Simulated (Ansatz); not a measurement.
BH₆NOSi (SMILES BO[SiH2]N)

Input file:

```
crystal:
  periodic: [false, false, false]
  atoms:
    - { symbol: B, position_ang: [-1.6393, 0.9969, 0.0834] }
    - { symbol: O, position_ang: [-1.0379, -0.2632, 0.1897] }
    - { symbol: Si, position_ang: [0.6018, 0.0359, -0.1191] }
    - { symbol: "N", position_ang: [1.6117, -1.4942, 0.0125] }
    - { symbol: H, position_ang: [-1.8309, 1.7143, 1.0101] }
    - { symbol: H, position_ang: [-2.1285, 1.4066, -0.9696] }
    - { symbol: H, position_ang: [1.1921, 0.9815, 0.8952] }
    - { symbol: H, position_ang: [0.8564, 0.6075, -1.4626] }
    - { symbol: H, position_ang: [1.1086, -2.146, -0.6275] }
    - { symbol: H, position_ang: [1.3491, -1.8905, 0.9908] }
basis:
  gaussian: { orbitals: cc-pVDZ }
hamiltonian:
  xc: lda
relax:
  f_tol: 0.015
  max_steps: 40
output:
  orbitals: {}
```

Run with:

```sh
ansatz run input.yaml --threads 1 --pin off --max-ram 2048MiB --backend cpu --events-out ev --progress --plain --runs-dir out
```

The fields are those of the relaxed geometry.

The calculation used RKS LDA/cc-pVDZ (Ansatz).

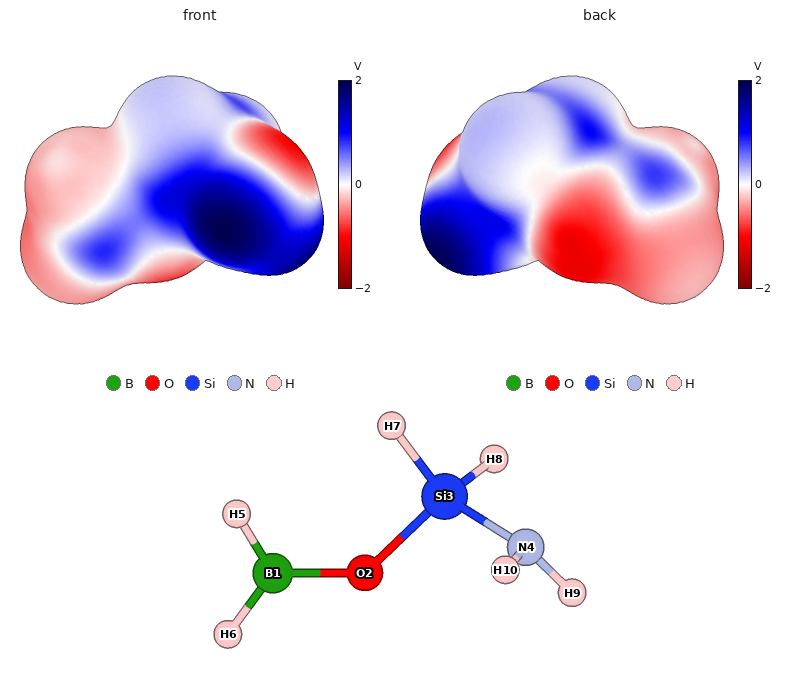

Figure 1. The electrostatic potential painted on the density surface at 0.002 e/bohr³, seen from the front and from behind; red is negative and blue positive. The bare structure is drawn below in the same view.

Q: Describe the electrostatic potential map.

A: The most negative region (about −1.1 V) lies over O2, the most positive (about +1.9 V) over H9 and H10. O2 is the likeliest acceptor of a hydrogen bond.

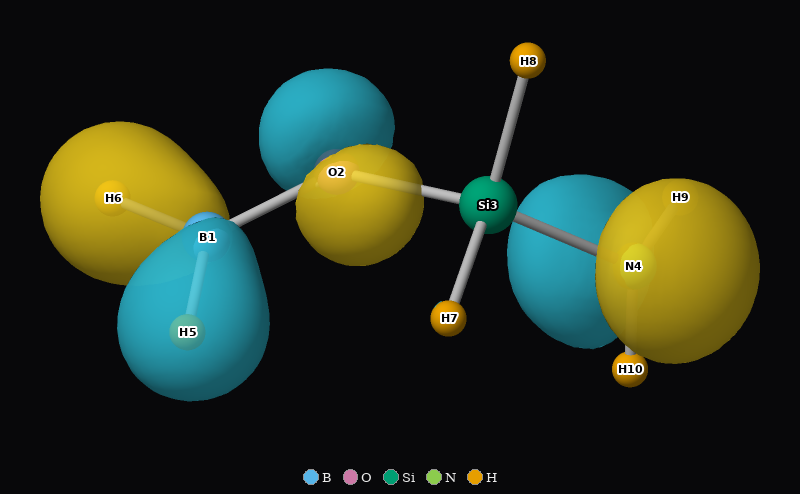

Figure 2. The HOMO at ±0.15 Å⁻³ᐟ² (yellow and cyan are the two phases), seen from one side.

Q: Describe this orbital and give its energy.

A: By Hirshfeld shares it lies mainly on N4 (about 35 %), O2 (about 20 %), B1 (about 15 %), H6 (about 10 %) and H5 (about 10 %). Its energy is −6.43 eV.

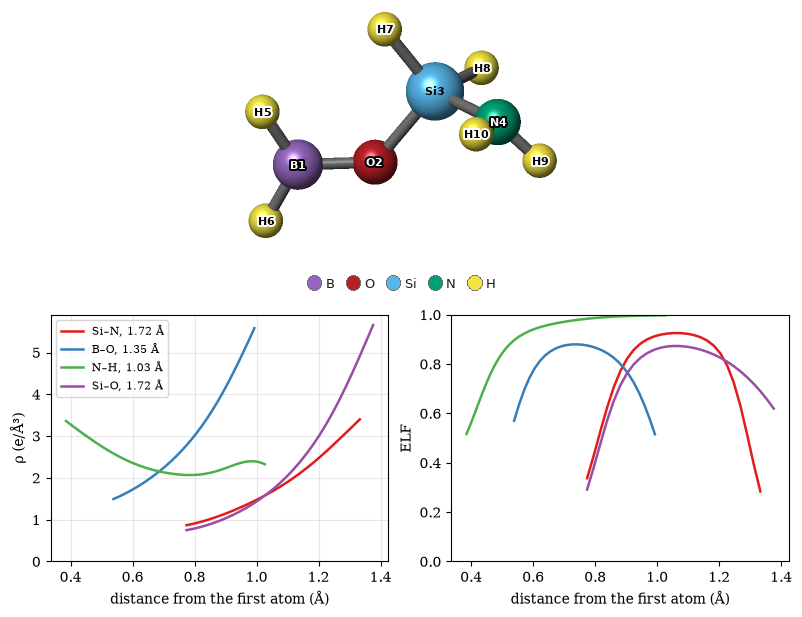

Figure 3. Electron density and electron localisation function along straight lines between neighbouring atoms. The curves leave out the atomic cores. The structure is drawn too.

Q: Compare the contacts.

A: Si–N (1.72 Å): ρ is about 1 e/Å³ halfway; the ELF peaks at about 0.95 between the atoms (a shared but strongly polarised pair).
B–O (1.35 Å): the density is about 2.1 e/Å³ at the midpoint; the ELF peaks at about 0.90 between the atoms: a shared but strongly polarised pair.
N–H (1.03 Å): the density is about 2.7 e/Å³ at the midpoint; the ELF climbs to about 1 towards the hydrogen, as it does in any bond to H; a covalent bond by its length.
Si–O (1.72 Å): the density is about 0.92 e/Å³ at the midpoint; the ELF peaks at about 0.85 between the atoms: a shared but strongly polarised pair.

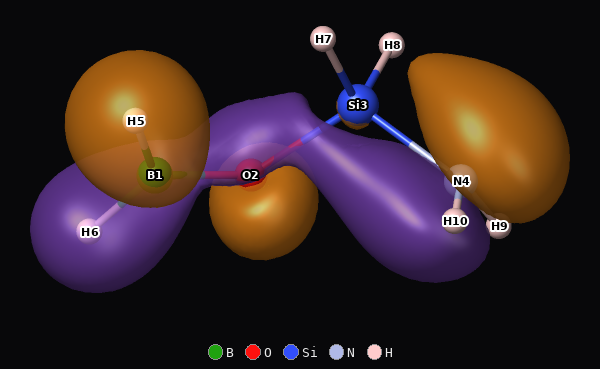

Figure 4. The HOMO−1 at ±0.1 Å⁻³ᐟ² (orange and purple are the two phases), seen across its widest extent.

Q: Describe this orbital and give its energy.

A: It lies mainly on N4 (about 40 %), O2 (about 15 %), B1 (about 15 %), H5 (about 10 %), Si3 (about 10 %) and H6 (about 5 %). Its energy is −6.73 eV.
